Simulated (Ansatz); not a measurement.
System: fcc Ca. Method: r²SCANh in Ansatz (plane waves, PAW).

Run with plane-wave cutoff 520 eV, 10×10×10 k mesh, Fermi–Dirac smearing 0.05 eV, scalar-relativistic PAW data made under PBE.

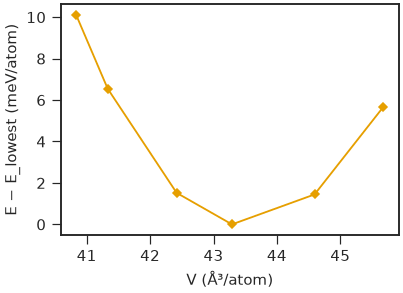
Total energy against volume

Q: From the curve, estimate the equilibrium volume and the bulk modulus.

A: V0 ≈ 43.5 Å³/atom and B0 ≈ 18 GPa; the fit gives V0 = 43.499 Å³/atom, B0 = 18.1 GPa, B′ = 3.6.

Measured, for comparison: bulk modulus 18.6 GPa (corrected for temperature and zero-point phonon effects, our sources range from 15.9 to 18.7; as tabulated in Levämäki et al. (2014), arXiv:1402.3671); equilibrium volume per atom 42.81 Å³/atom (low-temperature or extrapolated to 0 K; zero-point anharmonic expansion removed; as tabulated in Csonka et al. (2009), arXiv:0903.4037). Computed (rounded) less measured: bulk modulus not scored (sources differ), equilibrium volume per atom +1.6 %.

Static lattice: no zero-point or thermal effects.

It cost very roughly 19 core-minutes of CPU time.

Ansatz is a program for electronic structure.
